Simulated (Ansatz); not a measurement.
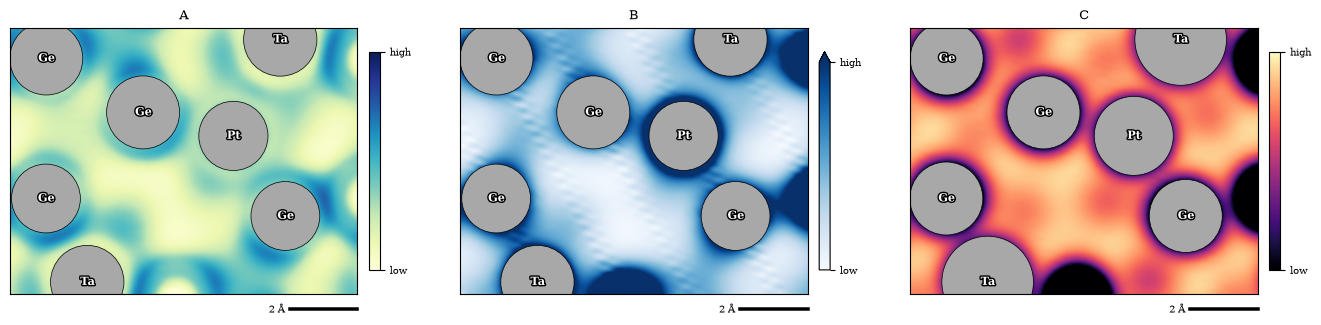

TaGe4Pt: 3 fields on the (010) plane of the conventional cell, with unlabelled colour scales. Grey discs cover the atomic cores.

Space group Cm; a generated structure, not necessarily the stable one; changed on purpose from its base cell (volume × 1.03, shape and atoms relaxed); computed pressure about −3 GPa in this cell; computed without spin polarisation.

These are results of Ansatz, DFT PBE, scalar-relativistic, plane waves, PAW, not measurements.

### Which field does each panel show? The fields are: electron localisation function, electrostatic potential energy of an electron and valence pseudo-density.

Panel A: electron localisation function. Panel B: valence pseudo-density. Panel C: electrostatic potential energy of an electron (low next to the atoms, rising into the space between them). From the grid: Ge–Pt (2.76 Å): the density is about 0.35 e/Å³ at the midpoint; the ELF is about 0.40 at the midpoint.
